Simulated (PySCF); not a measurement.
## Electronic structure of C3H4O2 (SMILES C=CC(=O)O) in real space

Input file:

```
{"job": {"xc": "B3LYP", "basis": "pcSseg-2", "kind": "nmr", "pop": true}, "charge": 0, "multiplicity": 1}
C     -1.570994    -0.206366     0.059175
C     -0.436513     0.336904    -0.384832
C      0.860583    -0.040554     0.225191
O      1.007031    -0.818226     1.133671
O      1.886110     0.594831    -0.358903
H     -2.540259     0.054224    -0.371680
H     -1.540150    -0.933850     0.875825
H     -0.412502     1.066611    -1.197794
H      2.688577     0.294005     0.094060
```

Command:

```sh
OMP_NUM_THREADS=1 python ens_run.py task.json out
```

Geometry: PBE0-D3(BJ)/def2-SVP.

The calculation used B3LYP/pcSseg-2, SCF density, gas phase, non-relativistic in PySCF.

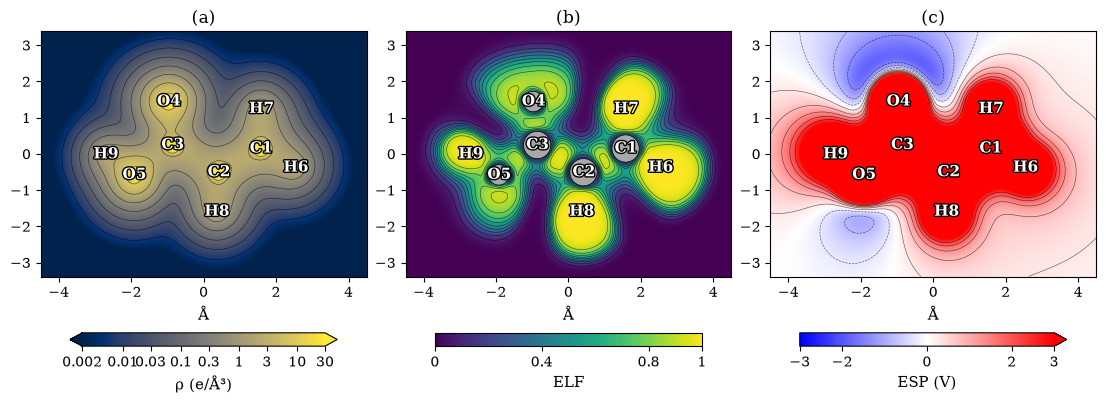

Figure 1. (a) total electron density; (b) electron localisation function; (c) molecular electrostatic potential on the molecular plane. Grey discs cover the atomic cores in the ELF map.

What do the fields say about this system?

Answer.
- The section cuts through C, O and H sites.
- C–O (1.20 Å): the density is about 3.4 e/Å³ at the midpoint; the ELF peaks at about 0.85 between the atoms; a short, multiple covalent bond.
- C–C (1.33 Å): the density is about 2.4 e/Å³ at the midpoint; the ELF peaks at about 0.95 between the atoms; a multiple bond.
- O–H (0.97 Å): ρ is about 3.8 e/Å³ halfway; the ELF climbs to about 1 towards the hydrogen, as it does in any bond to H (a covalent bond by its length).
- C–O (1.34 Å): ρ is about 2.5 e/Å³ halfway; the ELF peaks at about 0.90 between the atoms (a polar covalent bond).
- C–C (1.48 Å): ρ is about 1.9 e/Å³ halfway; the ELF peaks at about 0.95 between the atoms; a covalent bond.
- The ELF also peaks beside O5 and O4, away from the bonds: lone-pair regions.
- Outside the dense part of the molecule the potential is most negative (−1.9 V) near O4.

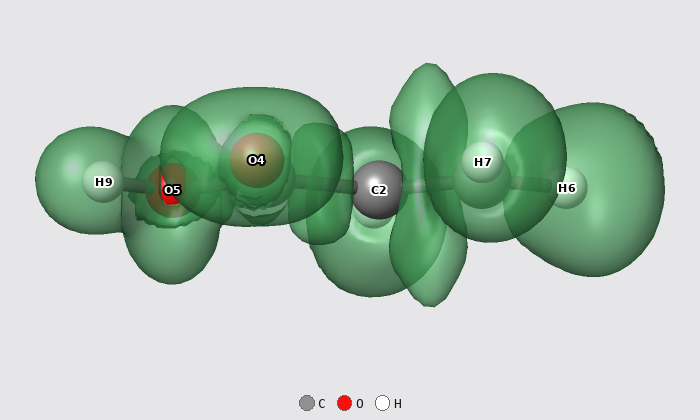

Figure 2. Isosurface of the ELF at 0.75 (green), seen from one side. Only the valence region is drawn (cores and ρ < 0.01 e/Å³ removed).

Describe the localisation domains.

Answer. The surface consists of two regions between bonded C–C atoms (shared pairs), three regions around hydrogen nuclei, one region on O in which the atom's valence shell and bonds are merged and one joined region spread over several atoms (H, O), in which their bonds and any lone pairs are merged.

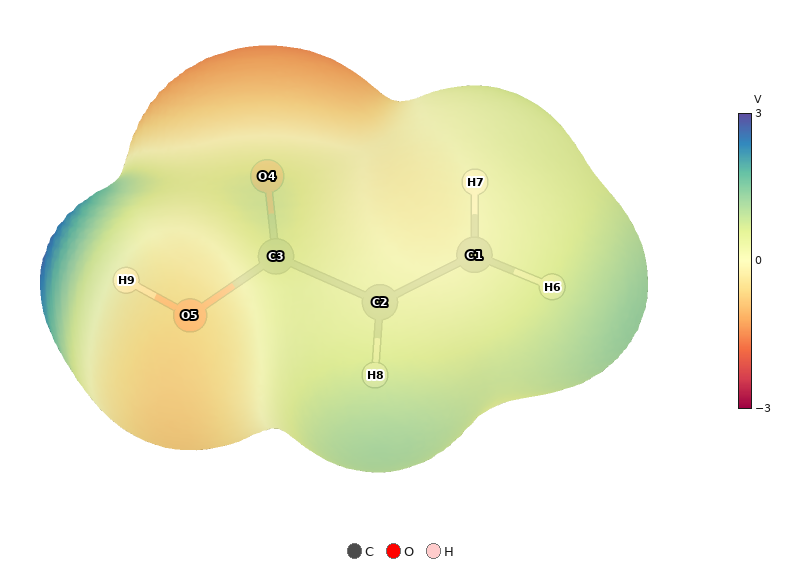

Figure 3. The molecular electrostatic potential painted on the density surface at 0.002 e/bohr³, seen at a tilt; red is negative and blue positive.

Which sites attract a positive test charge, and which a negative one?

Answer. A positive charge is drawn to the negative regions and a negative charge to the positive ones. The most negative region (about −1.6 V, or −37 kcal/mol for a unit charge) lies over O4, the most positive (about +2.7 V, or +62 kcal/mol for a unit charge) over H9. O4 is the likeliest acceptor of a hydrogen bond.
